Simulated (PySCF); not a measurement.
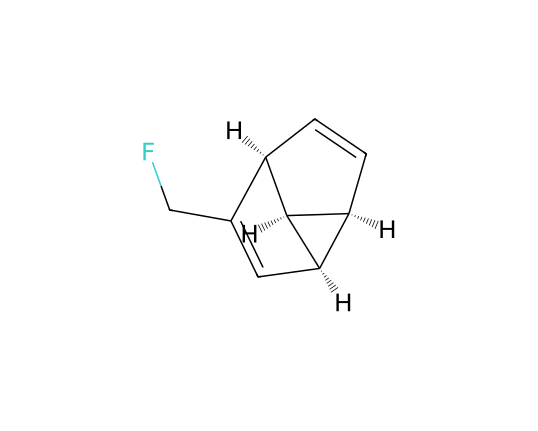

A structural formula.

> Give its SMILES.

FCC1=C[C@@H]2[C@@H]3C=C[C@H]1[C@H]23

> Give the formula, hydrogens included.

C9H9F.

> An optimisation with PBE0-D3(BJ)/def2-SVP gave a structure of which point group?

C1.

The parts below concern this one geometry. Atoms keep their numbers from picture to picture. The geometry was computed by an optimisation with PBE0-D3(BJ)/def2-SVP. No frequency run is at hand to confirm it as a minimum.

### Shape

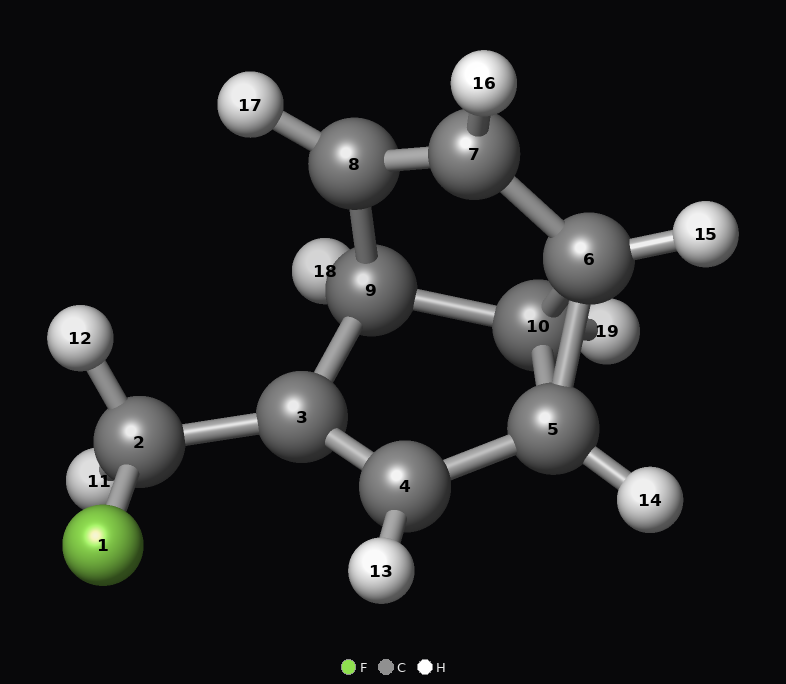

Atoms carry their numbers in the input. No frequency run is at hand to confirm it as a minimum.

Give these bond angles: F1–C2–C3, C3–C4–C5, C3–C4–H13, C3–C9–H18, C4–C3–C9, C4–C5–C6, C5–C10–H19, C6–C5–C10, C6–C7–H16, C7–C6–C10, C7–C8–C9, C10–C9–H18.

```
     angle  degrees
  F1–C2–C3    111.5
  C3–C4–C5    110.8
 C3–C4–H13    124.4
 C3–C9–H18    115.5
  C4–C3–C9    110.2
  C4–C5–C6    121.1
C5–C10–H19    123.8
 C6–C5–C10     58.2
 C6–C7–H16    123.9
 C7–C6–C10    107.3
  C7–C8–C9    110.5
C10–C9–H18    116.0
```

### Dipole moment

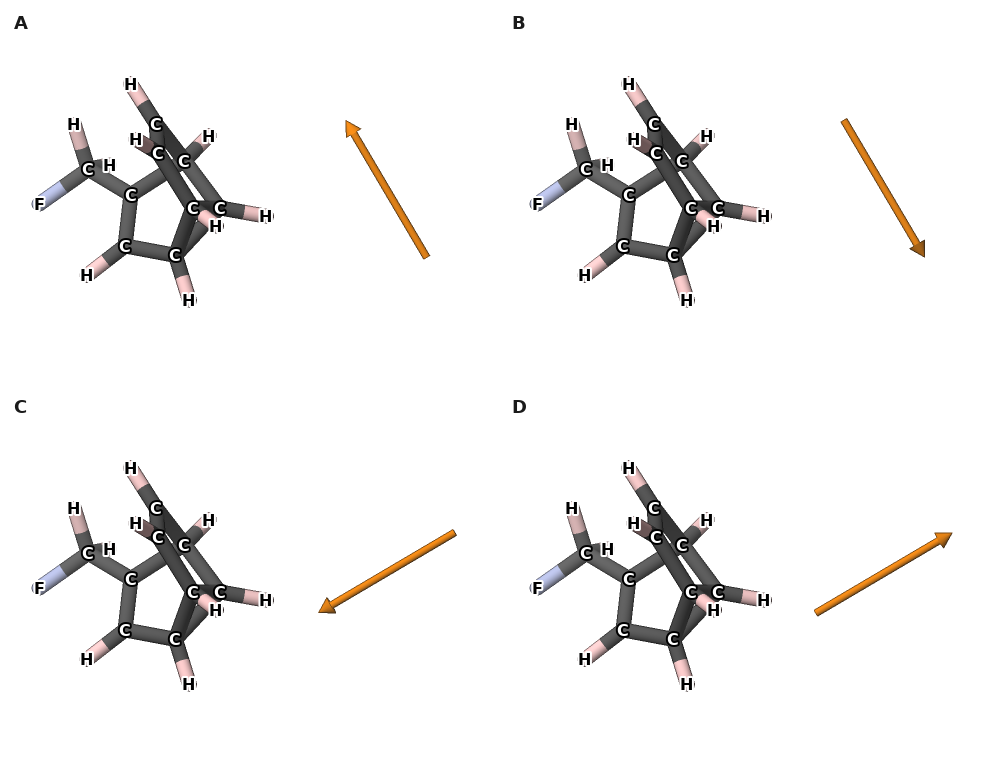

The same molecule four times, each with an arrow. No frequency run is at hand to confirm it as a minimum. Method: PBE0/pcSseg-1 in dimethylsulfoxide (IEF-PCM) (PySCF 2.14.0).

> Which arrow points along the dipole moment, from the negative to the positive end?

D. The dipole moment is 2.19 D.

### Charges

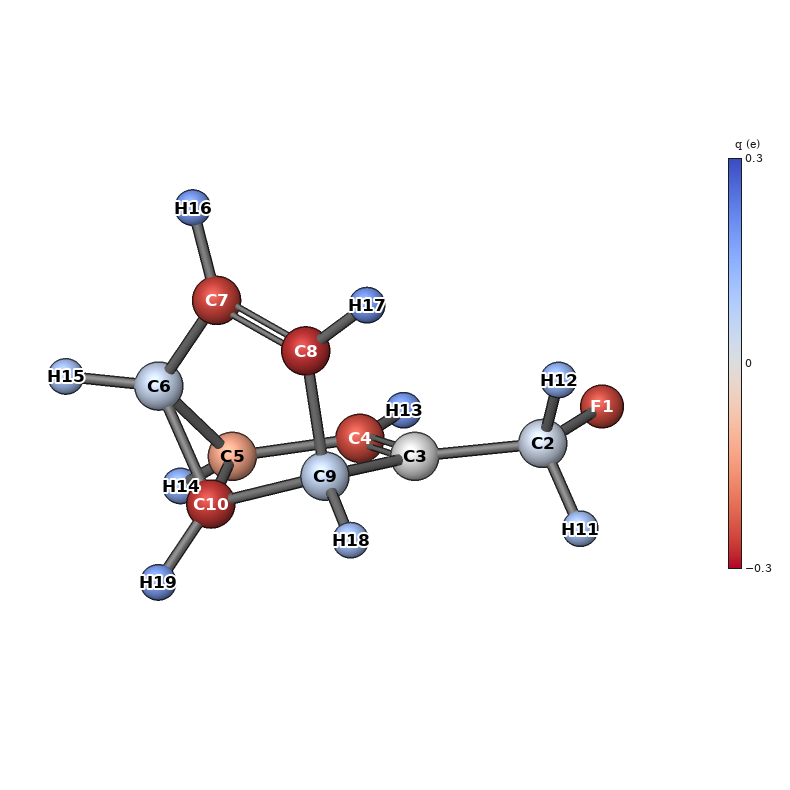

Atoms are coloured by their ESP-fitted charges. No frequency run is at hand to confirm it as a minimum. Properties computed with PBE0/pcSseg-1 in dimethylsulfoxide (IEF-PCM) (PySCF 2.14.0).

Give the ESP-fitted charges atom by atom.

```tsv
atom	value (e)
F1	−0.25
C2	0.03
C3	0.00
C4	−0.24
C5	−0.13
C6	0.05
C7	−0.25
C8	−0.27
C9	0.05
C10	−0.26
H11	0.10
H12	0.13
H13	0.18
H14	0.14
H15	0.10
H16	0.18
H17	0.18
H18	0.11
H19	0.17
```

### NMR shielding

The questions are on isotropic NMR shieldings of the C atoms. No frequency run is at hand to confirm it as a minimum. Method: GIAO PBE0/pcSseg-1 NMR shielding, non-relativistic, IEF-PCM tetrahydrofuran (PySCF 2.14.0).

> Which C atom is the most shielded (lowest chemical shift)?

C5 (142.6 ppm).

> Which C atom is the least shielded (highest chemical shift)?

C3 (28.2 ppm).

> How wide is the range of C shifts?

114.4 ppm.

Give the isotropic NMR shieldings of the C atoms atom by atom.

```csv
atom,σ (ppm)
C2,100.6
C3,28.2
C4,63.6
C5,142.6
C6,141.4
C7,52.3
C8,40.9
C9,129.1
C10,132.0
```
